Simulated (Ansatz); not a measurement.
CH4FNOSi (SMILES NC(=O)[SiH2]F)

The calculation's input:

```
crystal:
  periodic: [false, false, false]
  atoms:
    - {symbol: N, position_ang: [-0.102625, 0.776478, 1.347249]}
    - {symbol: C, position_ang: [0.598505, 0.010225, 0.487003]}
    - {symbol: O, position_ang: [1.740508, -0.367232, 0.686867]}
    - {symbol: Si, position_ang: [-0.172264, -0.556107, -1.157367]}
    - {symbol: F, position_ang: [-1.671124, 0.010988, -1.288840]}
    - {symbol: H, position_ang: [0.322695, 1.067190, 2.214450]}
    - {symbol: H, position_ang: [-1.042695, 1.063731, 1.139336]}
    - {symbol: H, position_ang: [0.637226, -0.017972, -2.271301]}
    - {symbol: H, position_ang: [-0.221627, -2.033603, -1.174698]}
basis:
  gaussian: {orbitals: def2-TZVPP}
hamiltonian: {xc: pbe0, dispersion: d4}
output: {orbitals: {seedname: orbitals}}
```

Launched as:

```sh
ansatz run in.yaml --threads 2 --pin off --events-out ev --progress --plain --max-ram 4352MiB
```

Geometry: PBE0-D4/def2-TZVP.

Method: RKS PBE0-D4/def2-TZVPP (Ansatz).

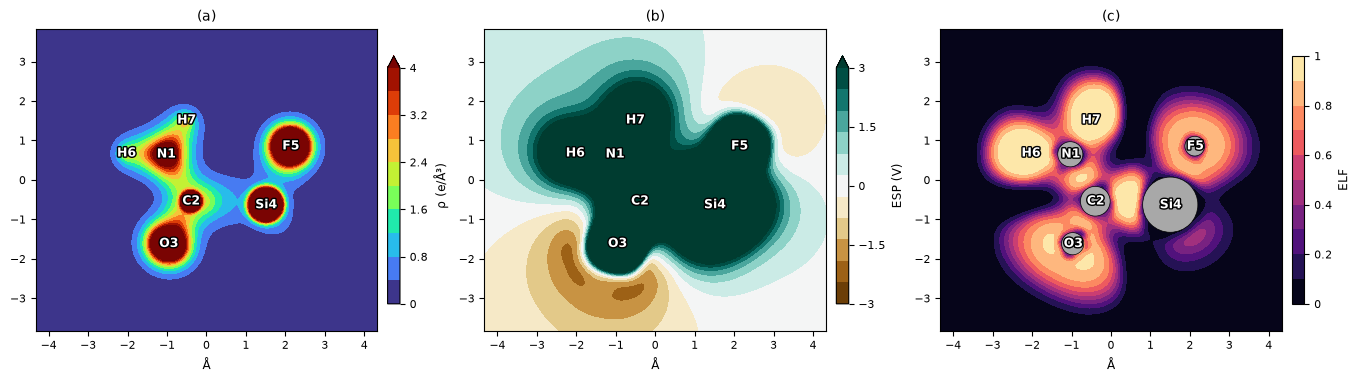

Figure 1. (a) total electron density; (b) molecular electrostatic potential; (c) electron localisation function on the plane of atoms O3, C2 and Si4. Grey discs cover the atomic cores in the ELF map.

Read the bonding off the picture.

Answer. Atoms in the plane: N, C, O, Si, F and H. C–O (1.22 Å): the density is about 3.3 e/Å³ at the midpoint; the ELF peaks at about 0.85 between the atoms: a multiple bond. C–N (1.35 Å): the density is about 2.4 e/Å³ at the midpoint; the ELF peaks at about 0.90 between the atoms (localised, covalent bonding). Si–F (1.61 Å): ρ at the midpoint is about 1.1 e/Å³; the ELF peaks at about 0.85 in the valence shell of F, 0.6 Å from its nucleus, and is about 0.45 at the midpoint. C–Si (1.90 Å): ρ at the midpoint is about 0.97 e/Å³; the ELF peaks at about 1 between the atoms, as expected for a shared electron pair. N–H (1.00 Å): ρ at the midpoint is about 3 e/Å³; the ELF climbs to about 1 towards the hydrogen, as it does in any bond to H (a covalent bond by its length). The ELF also peaks beside O3 and F5, away from the bonds: lone-pair regions. Outside the dense part of the molecule the potential is most negative (−2.1 V) near O3.

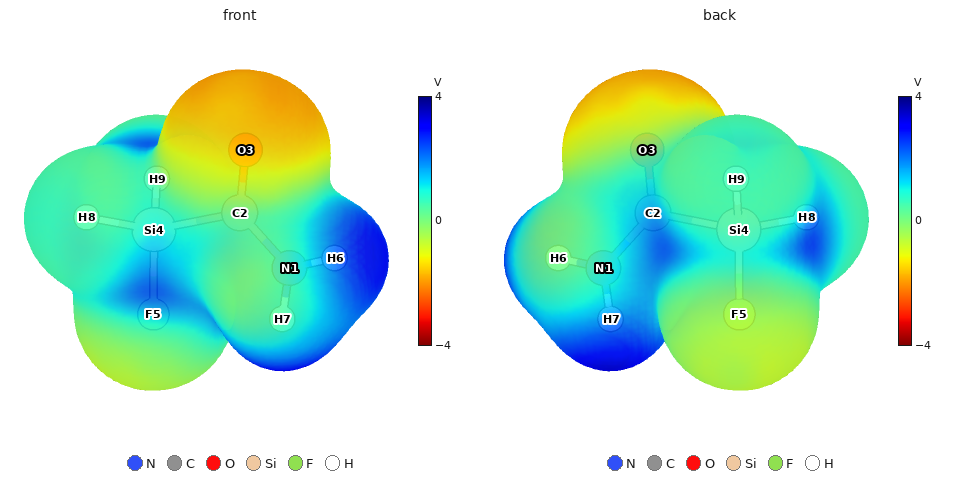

Figure 2. The molecular electrostatic potential painted on the density surface at 0.004 e/bohr³, seen from the front and from behind; red is negative and blue positive.

Where is the surface potential most negative and most positive?

Answer. The most negative region (about −1.9 V) lies over O3, the most positive (about +3.3 V) over H7. O3 is the likeliest acceptor of a hydrogen bond.

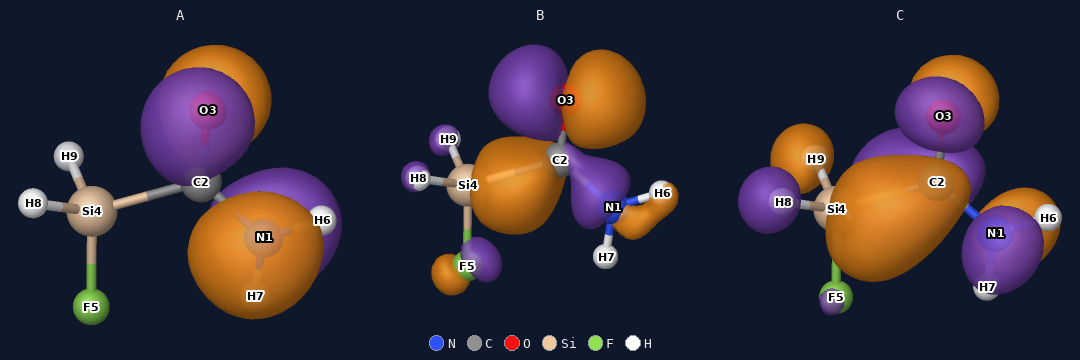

Figure 3. Three frontier orbitals at ±0.1 Å⁻³ᐟ² (orange and purple are the two phases), in no order.

Order the three orbitals by energy and name them.

Answer. A is the HOMO−1 (−8.31 eV). Its weight (Hirshfeld) is mainly on N1 (about 45 %), O3 (about 35 %) and C2 (about 10 %); largely a combination of lone pairs on N1 and O3. B is the HOMO (−7.35 eV). It lies mainly on O3 (about 60 %), C2 (about 15 %), Si4 (about 10 %) and N1 (about 5 %). C is the LUMO (−0.44 eV). By Hirshfeld shares it lies mainly on C2 (about 35 %), O3 (about 20 %), Si4 (about 20 %) and N1 (about 15 %).

What is the HOMO–LUMO gap?

Answer. 6.91 eV between the orbital energies.
